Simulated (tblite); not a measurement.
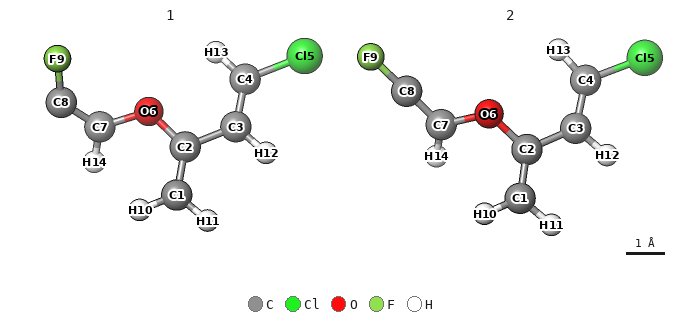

Two geometries of C6H5ClFO (multiplicity 2), drawn at one scale. One is the start of a relaxation, the other its converged end. Style: ball-and-stick. Shown face on.

Theory: GFN2-xTB geometry optimisation, gas phase (tblite 0.8.0). 

Which geometry has the lower energy?

Structure 1 is the relaxed one. F9 moves most after the best rigid fit: 0.84 Å. By element the largest moves are F 0.84 Å, O 0.42 Å, C 0.34 Å, H 0.32 Å, Cl 0.17 Å. Some distances before and after: C2–O6 1.392 → 1.366 Å, C8–F9 1.343 → 1.318 Å, C1–H11 1.096 → 1.073 Å, C3–H12 1.100 → 1.079 Å. Bond angles that change, for instance: C7–C8–F9 179.3° → 132.0°, O6–C7–C8 117.2° → 123.2°, C8–C7–H14 124.0° → 120.1°. Groups turn about O6–C7 by about 25°, C2–O6 by about 25°. Over 93 geometry steps the energy falls by 52.0 kJ/mol. Cost: 0.68 s on 1 thread of Arm Neoverse V1 (shared host).
